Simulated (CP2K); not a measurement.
# C2H5BO (SMILES BC(C)=O) at GFN1-xTB

Aim: the energy change on altering one bond length of C2H5BO at GFN1-xTB, from 2 runs. 

The calculation is run with CP2K 2026.2.

3 further runs of the same task are left out: 2 that didn't finish, 1 set aside as unsound or not needed.

**1. The structure to begin with**

C2H5BO: 9 atoms, total charge 0, spin state singlet. As SMILES, `BC(C)=O`. The coordinates come from a GFN2-xTB relaxation.

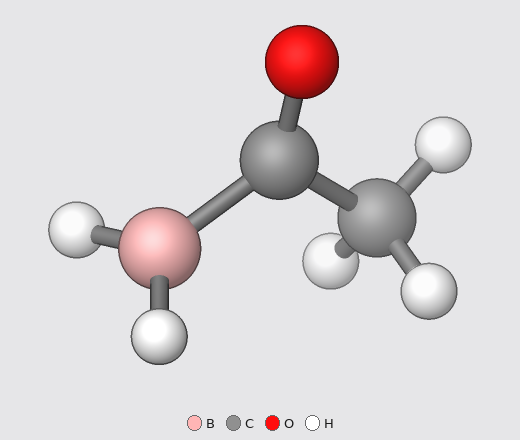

The structure, seen from a chosen angle (boron pink, carbon grey, oxygen red, hydrogen white).

**2. Energy and gradient at GFN1-xTB**

File calc.inp:

```
&GLOBAL
   PROJECT_NAME calc
   RUN_TYPE ENERGY_FORCE
   PRINT_LEVEL MEDIUM
&END GLOBAL

&FORCE_EVAL
   METHOD QS
   &DFT
      CHARGE 0
      MULTIPLICITY 1
      &QS
         METHOD XTB
         EPS_DEFAULT 1.0E-10
         &XTB
            GFN_TYPE 1
            CHECK_ATOMIC_CHARGES F
         &END XTB
      &END QS
      &POISSON
         PERIODIC NONE
         POISSON_SOLVER ANALYTIC
      &END POISSON
      &SCF
         SCF_GUESS ATOMIC
         EPS_SCF 1.0E-07
         MAX_SCF 100
         ADDED_MOS 4
         &DIAGONALIZATION
            ALGORITHM STANDARD
         &END DIAGONALIZATION
         &MIXING
            METHOD DIRECT_P_MIXING
            ALPHA 0.4
         &END MIXING
      &END SCF
      &PRINT
         &MOMENTS
            PERIODIC F
            REFERENCE COM
            MAX_MOMENT 1
         &END MOMENTS
         &MO ON
            ENERGIES T
            OCCUPATION_NUMBERS T
            NDIGITS 6
            &EACH
               QS_SCF 0
            &END EACH
            ADD_LAST NUMERIC
         &END MO
         &HIRSHFELD OFF
         &END HIRSHFELD
      &END PRINT
   &END DFT
   &SUBSYS
      &CELL
         ABC [angstrom] 13.2 13.7 12.8
         PERIODIC NONE
      &END CELL
      &COORD
         B      5.935410     7.680860     5.591660
         C      7.201140     6.765090     5.708620
         C      7.056370     5.887300     6.956930
         O      8.182280     6.677270     5.006410
         H      5.017720     7.303560     4.980400
         H      5.895710     8.679990     6.190400
         H      6.025380     5.575420     7.101710
         H      7.706390     5.020010     6.872400
         H      7.363200     6.475680     7.819600
      &END COORD
   &END SUBSYS
   &PRINT
      &FORCES ON
      &END FORCES
   &END PRINT
&END FORCE_EVAL
```

On the command line:

```sh
OMP_NUM_THREADS=1 cp2k.psmp -i calc.inp -o calc.out
```

The program printed:

```text
CP2K| version string:                                       CP2K version 2026.2
[...]
 GLOBAL| Method name                                                        CP2K
[...]
 GLOBAL| Run type                                                   ENERGY_FORCE
[...]
                             - Atoms:                                          9
[...]
                             - Spherical basis functions:                     26
[...]
 Number of electrons:                                                         22
[...]
     1 P_Mix/Diag. 0.40E+00    0.0     1.72341909       -12.7707711380 -1.28E+01
[...]
    16 DIIS/Diag.  0.56E-07    0.0     0.00000002       -12.9622151728 -2.49E-14
  *** SCF run converged in    16 steps ***
[...]
 TB_DIPOLE| Moment [Debye]         -2.64819535       0.17967989       2.05447910
 TB_DIPOLE| Derivative [a.u.]       0.00000000       0.00000000       0.00000000
[...]
 ENERGY| Total FORCE_EVAL ( QS ) energy [hartree]            -12.962215172774803
 FORCES| Atomic forces [hartree/bohr]
 FORCES|   Atom     x               y               z               |f|
 FORCES|      1  1.21993606E-02 -5.71163665E-03 -2.61759967E-03   1.37222090E-02
 FORCES|      2  3.40064218E-03  1.32648497E-04 -2.84760628E-03   4.43743444E-03
 FORCES|      3  6.39527347E-04  1.32189550E-04 -1.19470822E-04   6.63884464E-04
 FORCES|      4 -6.02494836E-03  8.89875590E-04  4.15519301E-03   7.37275459E-03
 FORCES|      5 -7.37671243E-03 -1.47180820E-03 -2.67336265E-03   7.98304287E-03
 FORCES|      6 -2.34118846E-03  6.36154072E-03  4.10921919E-03   7.92691908E-03
 FORCES|      7 -1.16639126E-03 -6.07007782E-04  1.64690048E-04   1.32516030E-03
 FORCES|      8  1.91414438E-04 -4.40206762E-04 -5.97226037E-04   7.66224784E-04
 FORCES|      9  4.78295923E-04  7.14405031E-04  4.26163217E-04   9.59560642E-04
 FORCES| Sum     4.93854090E-17  6.72205347E-17  4.13785759E-16
 FORCES| Total atomic force                                       4.22109196E-16
[...]
```

It took 0.55 s on 1 thread of Arm Neoverse N1, shared host; peak memory 0.15 GiB.

**3. The distorted shape at the same level**

File molecule.inp:

```
&FORCE_EVAL
 METHOD QS
 &DFT
  CHARGE 0
  MULTIPLICITY 1
  &QS
   METHOD XTB
   EPS_DEFAULT 1.0E-10
   &XTB
    GFN_TYPE 1
    CHECK_ATOMIC_CHARGES F
   &END XTB
  &END QS
  ! no periodic images
  &POISSON
   PERIODIC NONE
   POISSON_SOLVER ANALYTIC
  &END POISSON
  ! SCF settings
  &SCF
   SCF_GUESS ATOMIC
   EPS_SCF 1.0E-07
   MAX_SCF 100
   ADDED_MOS 4
   &DIAGONALIZATION
    ALGORITHM STANDARD
   &END DIAGONALIZATION
   &MIXING
    METHOD DIRECT_P_MIXING
    ALPHA 0.4
   &END MIXING
  &END SCF
  &PRINT
   &MOMENTS
    PERIODIC F
    REFERENCE COM
    MAX_MOMENT 1
   &END MOMENTS
   &MO ON
    ENERGIES T
    OCCUPATION_NUMBERS T
    NDIGITS 6
    &EACH
     QS_SCF 0
    &END EACH
    ADD_LAST NUMERIC
   &END MO
   &HIRSHFELD OFF
   &END HIRSHFELD
  &END PRINT
 &END DFT
 &SUBSYS
  &CELL
   ABC [angstrom] 13.2 13.7 12.8
   PERIODIC NONE
  &END CELL
  &COORD
   B      5.935410     7.680860     5.591660
   C      7.201140     6.765090     5.708620
   C      7.056370     5.887300     6.956930
   O      8.182280     6.677270     5.006410
   H      5.017720     7.303560     4.980400
   H      5.895710     8.679990     6.190400
   H      6.128512     5.606618     7.087227
   H      7.706390     5.020010     6.872400
   H      7.363200     6.475680     7.819600
  &END COORD
 &END SUBSYS
 &PRINT
  &FORCES ON
  &END FORCES
 &END PRINT
&END FORCE_EVAL
&GLOBAL
 PROJECT_NAME molecule
 RUN_TYPE ENERGY_FORCE
 PRINT_LEVEL MEDIUM
&END GLOBAL
```

On the command line:

```sh
OMP_NUM_THREADS=1 cp2k.psmp -i molecule.inp -o molecule.out
```

The program printed:

```text
CP2K| version string:                                       CP2K version 2026.2
[...]
 GLOBAL| Method name                                                        CP2K
[...]
 GLOBAL| Run type                                                   ENERGY_FORCE
[...]
                             - Atoms:                                          9
[...]
                             - Spherical basis functions:                     26
[...]
 Number of electrons:                                                         22
[...]
     1 P_Mix/Diag. 0.40E+00    0.0     1.72204885       -12.7613961621 -1.28E+01
[...]
    16 DIIS/Diag.  0.43E-07    0.0     0.00000002       -12.9528471546 -1.95E-14
  *** SCF run converged in    16 steps ***
[...]
 TB_DIPOLE| Moment [Debye]         -2.67465596       0.17646905       2.06204525
 TB_DIPOLE| Derivative [a.u.]       0.00000000       0.00000000       0.00000000
[...]
 ENERGY| Total FORCE_EVAL ( QS ) energy [hartree]            -12.952847154569708
 FORCES| Atomic forces [hartree/bohr]
 FORCES|   Atom     x               y               z               |f|
 FORCES|      1  1.21566234E-02 -5.66821192E-03 -2.71392381E-03   1.36849370E-02
 FORCES|      2  5.54872782E-03  4.53543836E-04 -2.87492020E-03   6.26572012E-03
 FORCES|      3  8.85547244E-02  2.64446815E-02 -1.15394928E-02   9.31365679E-02
 FORCES|      4 -6.13007610E-03  1.31691719E-03  3.35101685E-03   7.10924875E-03
 FORCES|      5 -7.42720194E-03 -1.46429592E-03 -2.65228606E-03   8.02135354E-03
 FORCES|      6 -2.30613798E-03  6.38033722E-03  4.03173655E-03   7.89188666E-03
 FORCES|      7 -9.59578895E-02 -2.92137384E-02  1.29371876E-02   1.01137183E-01
 FORCES|      8  2.65313318E-03  2.64512587E-04 -8.58771308E-04   2.80117310E-03
 FORCES|      9  2.90809672E-03  1.48625395E-03  3.19453164E-04   3.28146731E-03
 FORCES| Sum    -2.74953671E-16  1.21213803E-16  2.54516460E-16
 FORCES| Total atomic force                                       3.93790472E-16
[...]
```

Wall time 0.55 s (1 thread of Arm Neoverse N1, shared host); peak memory 0.15 GiB.

**4. Summary of results**

At GFN1-xTB:

| quantity | value |
| --- | --- |
| first shape: total energy | -12.96222 Eh |
| first shape: dipole moment (from atomic charges alone) | 3.36 D |
| first shape: HOMO energy | -11.59 eV |
| first shape: LUMO energy | -8.54 eV |
| first shape: HOMO–LUMO gap | 3.05 eV |
| first shape: dispersion energy | -5.78 kJ/mol |
| first shape: largest force on an atom | 0.706 eV/Å |
| distorted shape: total energy | -12.95285 Eh |
| distorted shape: dipole moment (from atomic charges alone) | 3.38 D |
| distorted shape: HOMO energy | -11.58 eV |
| distorted shape: LUMO energy | -8.55 eV |
| distorted shape: HOMO–LUMO gap | 3.03 eV |
| distorted shape: dispersion energy | -5.79 kJ/mol |
| distorted shape: largest force on an atom | 5.201 eV/Å |
| energy change with the C3–H7 bond shortened from 1.087 to 0.978 Å | 0.255 eV |

In words: With the C3–H7 bond shortened from 1.087 to 0.978 Å the energy rises by 0.25 eV (24.6 kJ/mol). The first shape isn't relaxed at this level, so the change isn't measured from a minimum. The largest force (first shape) is 0.71 eV/Å: the shape isn't a stationary point for this species at this level. The dipole (first shape) comes from point charges on the atoms alone, without atomic dipoles, so it is partial. The dipole (distorted shape) comes from point charges on the atoms alone, without atomic dipoles, so it is partial.
